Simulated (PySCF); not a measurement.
# C₅H₆F₂OSi: electronic excitations

Aim: predict the electronic excitations of C₅H₆F₂OSi (`C#C/C=C/CO[SiH](F)F`).

Computed with PySCF 2.14.0, with density-fitted response routines of our own, on a single molecule in the gas phase. Atoms are numbered from 0 throughout.

### Step 1. The starting structure

15 atoms, charge 0, multiplicity 1; geometry from: GFN2-xTB.

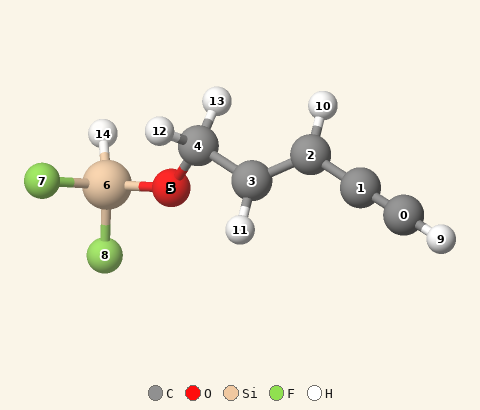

The starting geometry (carbon grey, oxygen red, silicon light orange, fluorine green, hydrogen white), atoms numbered.

### Step 2. TDDFT and polarisability: CAM-B3LYP/def2-SVPD

Job settings and geometry (Å):

```
{"job": {"kind": "uv", "xc": "CAM-B3LYP", "basis": "def2-SVPD", "nstates": 8, "ntriplets": 3}, "charge": 0, "multiplicity": 1}
C      4.059351    -0.170622     1.298771
C      3.051756    -0.401580     0.687133
C      1.880874    -0.696932    -0.039186
C      0.766128     0.024955     0.045892
C     -0.474343    -0.263842    -0.735433
O     -1.589199    -0.218910     0.123281
Si    -3.162617    -0.189465    -0.123119
F     -3.587618     1.081968    -0.993999
F     -3.746652     0.091299     1.323501
H      4.937348     0.037491     1.833868
H      1.941963    -1.556616    -0.696218
H      0.705858     0.875476     0.709467
H     -0.598492     0.489010    -1.526327
H     -0.419277    -1.251568    -1.207505
H     -3.769495    -1.348329    -0.722039
```

With the program's defaults for keys left out, this is: TDDFT CAM-B3LYP/def2-SVPD, vertical, gas phase, core orbitals frozen in the response.

Run with:

```console
> OMP_NUM_THREADS=1 python probes_run.py task.json out
```

One launch serves the whole session: the jobs run in the order shown.

Predict these results of the whole session: lowest singlet (CAM-B3LYP/def2-SVPD); brightest single state of those computed; lowest triplet.

**Answer**, as computed:

```
                                quantity                        value
    lowest singlet (CAM-B3LYP/def2-SVPD)  5.49 eV (226 nm), f = 0.005
brightest single state of those computed  state 2, 5.63 eV, f = 0.386
                          lowest triplet                      3.47 eV
```

**Reading.** The first singlet state (HOMO−1→LUMO 0.92) lies at 5.49 eV and is weak; of the 8 states computed, the strongest absorption comes from state 2 at 5.63 eV. The lowest triplet lies 2.03 eV below the lowest singlet (triplets in Tamm-Dancoff, singlets in full TDDFT).
